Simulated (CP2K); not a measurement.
# CH4AlNS (SMILES [H]/N=C\[S][AlH2]): GFN2-xTB

Aim: the vertical electron affinity of CH4AlNS at GFN2-xTB, from 2 runs. 

Program for the calculation: CP2K 2026.2.

4 further runs of the same task are left out: 1 that didn't finish, 3 set aside as unsound or not needed.

### Step 1. The structure to begin with

CH4AlNS: 8 atoms, total charge 0, spin state singlet. As SMILES, `[H]/N=C\[S][AlH2]`. Geometry: a GFN2-xTB relaxation, a rough one for these elements and not checked as a minimum. This is one conformer, not always the lowest.

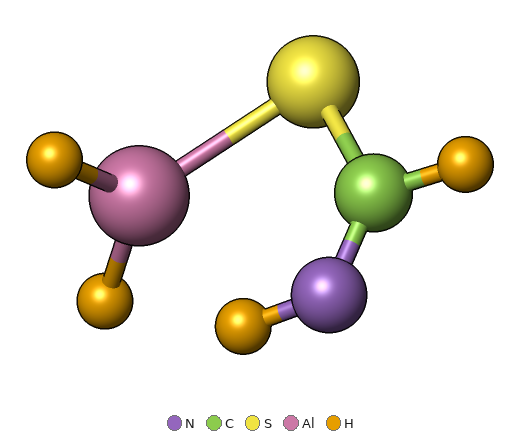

Viewed from a chosen angle; nitrogen purple, carbon green, sulfur yellow, aluminium pink, hydrogen amber.

### Step 2. A single-point energy at GFN2-xTB

gas.inp

```
&global
  project_name gas
  run_type ENERGY
  print_level MEDIUM
&end global
&force_eval
  method QUICKSTEP
  &dft
    &qs
      method XTB
      eps_default 1.0E-10
      &xtb
        gfn_type TBLITE
        &tblite
          method GFN2
        &end tblite
        check_atomic_charges F
      &end xtb
    &end qs
    &poisson
      periodic NONE
      poisson_solver ANALYTIC
    &end poisson
    &scf
      scf_guess ATOMIC
      eps_scf 1.0E-07
      max_scf 150
      added_mos 8
      &diagonalization
        algorithm STANDARD
      &end diagonalization
      &mixing
        method DIRECT_P_MIXING
        alpha 0.4
      &end mixing
      &smear ON
        method FERMI_DIRAC
        electronic_temperature [K] 300
      &end smear
    &end scf
    &print
      &moments
        periodic F
        reference COM
        max_moment 1
      &end moments
      &mo ON
        energies T
        occupation_numbers T
        ndigits 6
        &each
          qs_scf 0
        &end each
        add_last NUMERIC
      &end mo
      &hirshfeld OFF
      &end hirshfeld
    &end print
  &end dft
  &subsys
    &cell
      abc 19.2 19.3 19.1
      periodic NONE
    &end cell
    &coord
      SCALED T
      N    0.44369010   0.57271684   0.48146021
      C    0.43740365   0.55066969   0.54272147
      S    0.45662917   0.46880233   0.58035079
      Al   0.50881719   0.45275984   0.47871309
      H    0.46198438   0.53943808   0.44342042
      H    0.41633438   0.58645881   0.58098691
      H    0.58366562   0.48052358   0.47305288
      H    0.47185104   0.41354119   0.41901309
    &end coord
  &end subsys
&end force_eval
```

Launch:

```console
OMP_NUM_THREADS=1 cp2k.psmp -i gas.inp -o gas.out
```

The program printed:

```text
CP2K| version string:                                       CP2K version 2026.2
[...]
 GLOBAL| Method name                                                        CP2K
[...]
 GLOBAL| Run type                                                         ENERGY
[...]
                             - Atoms:                                          8
[...]
                             - Spherical basis functions:                     30
[...]
 Number of electrons:                                                         22
[...]
  *** SCF run converged in    18 steps ***
[...]
  Fermi energy:                                                -0.31684137982183
[...]
 TB_DIPOLE| Moment [Debye]         -0.11037166       0.28169093      -0.08860276
 TB_DIPOLE| Derivative [a.u.]       0.00000000       0.00000000       0.00000000
[...]
 ENERGY| Total FORCE_EVAL ( QS ) energy [hartree]            -11.414745436702889
[...]
```

It took 1.3 s on 1 thread of Intel Xeon Platinum 8259CL at 2.50GHz (Skylake/Cascade Lake), shared host; peak memory 0.19 GiB.

### Step 3. The doublet anion, same level

run.inp

```
&GLOBAL
  PROJECT_NAME run
  RUN_TYPE ENERGY
  PRINT_LEVEL MEDIUM
&END GLOBAL

&FORCE_EVAL
  METHOD QUICKSTEP
  &DFT
    CHARGE -1
    MULTIPLICITY 2
    UNRESTRICTED_KOHN_SHAM T
    &QS
      METHOD XTB
      EPS_DEFAULT 1.0E-10
      &XTB
        GFN_TYPE TBLITE
        &TBLITE
          METHOD GFN2
        &END TBLITE
        CHECK_ATOMIC_CHARGES F
      &END XTB
    &END QS
    &POISSON
      PERIODIC NONE
      POISSON_SOLVER ANALYTIC
    &END POISSON
    &SCF
      SCF_GUESS ATOMIC
      EPS_SCF 1.0E-07
      MAX_SCF 150
      ADDED_MOS 2
      &DIAGONALIZATION
        ALGORITHM STANDARD
      &END DIAGONALIZATION
      &MIXING
        METHOD DIRECT_P_MIXING
        ALPHA 0.4
      &END MIXING
      &SMEAR ON
        METHOD FERMI_DIRAC
        ELECTRONIC_TEMPERATURE [K] 300
      &END SMEAR
    &END SCF
    &PRINT
      &MOMENTS
        PERIODIC F
        REFERENCE COM
        MAX_MOMENT 1
      &END MOMENTS
      &MO ON
        ENERGIES T
        OCCUPATION_NUMBERS T
        NDIGITS 6
        &EACH
          QS_SCF 0
        &END EACH
        ADD_LAST NUMERIC
      &END MO
      &HIRSHFELD OFF
      &END HIRSHFELD
    &END PRINT
  &END DFT
  &SUBSYS
    &CELL
      ABC 19.2 19.3 19.1
      PERIODIC NONE
    &END CELL
    &COORD
      SCALED T
      N    0.44369010   0.57271684   0.48146021
      C    0.43740365   0.55066969   0.54272147
      S    0.45662917   0.46880233   0.58035079
      Al   0.50881719   0.45275984   0.47871309
      H    0.46198438   0.53943808   0.44342042
      H    0.41633438   0.58645881   0.58098691
      H    0.58366562   0.48052358   0.47305288
      H    0.47185104   0.41354119   0.41901309
    &END COORD
  &END SUBSYS
&END FORCE_EVAL
```

Launch:

```console
OMP_NUM_THREADS=1 cp2k.psmp -i run.inp > run.out 2>&1
```

The program printed:

```text
CP2K| version string:                                       CP2K version 2026.2
[...]
 GLOBAL| Method name                                                        CP2K
[...]
 GLOBAL| Run type                                                         ENERGY
[...]
                             - Atoms:                                          8
[...]
                             - Spherical basis functions:                     30
[...]
 Number of electrons:                                                         12
[...]
  *** SCF run converged in    57 steps ***
[...]
  Fermi energy:                                                -0.03188657337028
[...]
 TB_DIPOLE| Moment [Debye]          0.20134044      -0.84361470       0.27874459
 TB_DIPOLE| Derivative [a.u.]       0.00000000       0.00000000       0.00000000
[...]
 ENERGY| Total FORCE_EVAL ( QS ) energy [hartree]            -11.571570326330113
[...]
```

Wall time 1.6 s (1 thread of Intel Xeon Platinum 8259CL at 2.50GHz (Skylake/Cascade Lake), shared host); peak memory 0.19 GiB.

### Step 4. Summary of results

At GFN2-xTB:

```
                                                  quantity         value
                             singlet CH4AlNS: total energy  -11.41475 Eh
singlet CH4AlNS: dipole moment (from atomic charges alone)        0.32 D
                              singlet CH4AlNS: HOMO energy     -11.36 eV
                              singlet CH4AlNS: LUMO energy      -7.73 eV
                            singlet CH4AlNS: HOMO–LUMO gap       3.63 eV
                               doublet anion: total energy  -11.57157 Eh
         doublet anion: HOMO energy (highest over α and β)      -0.98 eV
          doublet anion: LUMO energy (lowest over α and β)      -0.75 eV
         vertical electron affinity (to the doublet anion)      4.267 eV
```

**Reading.** At fixed nuclei the extra electron is bound by 4.27 eV (412 kJ/mol). A minimal valence basis can't be trusted even for the sign of an electron affinity. xTB total energies overstate such differences by several eV unless an empirical shift is taken off; none is applied here. The dipole (singlet CH4AlNS) comes from point charges on the atoms alone, without atomic dipoles, so it is partial.
